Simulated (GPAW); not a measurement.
GeF2 (P2_12_12_1), Ge K edge of atom 1, with 1 F at 1.79 Å, 1 F at 1.90 Å and 1 F at 2.09 Å (distorted pyramidal, site symmetry 1). Method: GPAW, LDA, full core hole (charged cell), 12-atom cell with 4.7 Å between holes, 4×4×2 k points, dipole transitions, Gaussian full width 1.96 eV up to 4 eV, rising linearly to 3.5 eV at 25 eV.

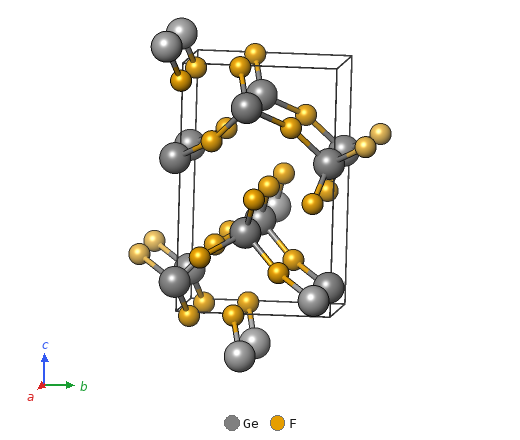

The structure (germanium grey, fluorine orange). 2×1×1 cells are drawn. Some periodic images of atoms are drawn too.

```
Ge F
1.0
     4.68200    0.00000    0.00000
     0.00000    5.15800    0.00000
     0.00000    0.00000    8.31200
Ge F
4 8
Direct
  0.76600 0.50830 0.36890
  0.73400 0.49170 0.86890
  0.26600 0.99170 0.63110
  0.23400 0.00830 0.13110
  0.93300 0.74600 0.22100
  0.56700 0.25400 0.72100
  0.43300 0.75400 0.77900
  0.06700 0.24600 0.27900
  0.02900 0.58300 0.51800
  0.47100 0.41700 0.01800
  0.52900 0.91700 0.48200
  0.97100 0.08300 0.98200
```

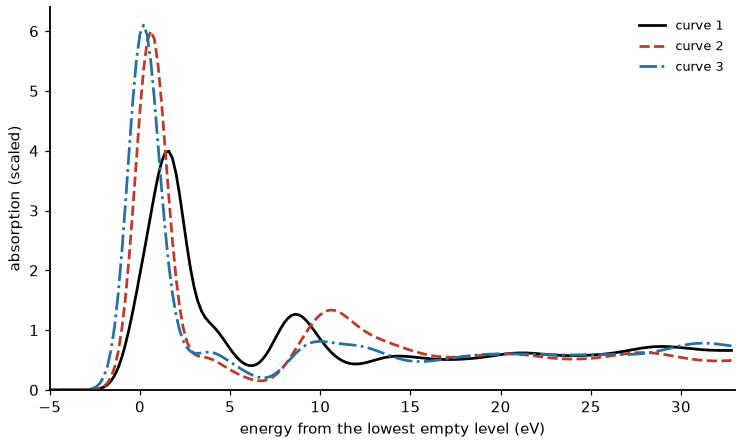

Energy from the lowest empty level; a common scale on which the isotropic spectrum has a mean of 1 over the first 20 eV.

The curves are for the electric vector along different Cartesian axes of the cell as given, averaged over the symmetry-equivalent atoms. Which is which?

Curve 1: along x, main maxima 1.6 eV (3.99) and 8.6 eV (1.27). Curve 2: along z, main maxima 0.6 eV (6.00) and 10.6 eV (1.34). Curve 3: along y, main maxima 0.2 eV (6.10) and 10.0 eV (0.81). A K edge sees empty p states on the absorber. Each direction probes the empty orbitals that point along it. The script folds with a Gaussian, whereas the core hole's own line is a Lorentzian, so the onset is too steep and the first peak too high. The holes are only 4.7 Å apart, so the shape is probably not converged with cell size; no larger cell was run here.

[Banner, clock and machine lines of the logs are left out without a mark of their own.]

[Logs are printed without paths, hosts, clocks, repeated set-up lines and the standing remarks that a program may print on its own settings, such as how far it seeks lower states.]

[Hosts, paths, dates, database ids (printed as entryN), source tags and the programs' standing remarks are cut or masked in the printed files.]

[Lists of maxima count a maximum above −3 eV only where it reaches 4 % of the highest in the window and stands out from its surroundings by 2 % of it (1.5 % where it reaches 55 %); shoulders and weaker maxima are passed over, and of the rest the first, up to two pre-edge ones and the few strongest are named.]
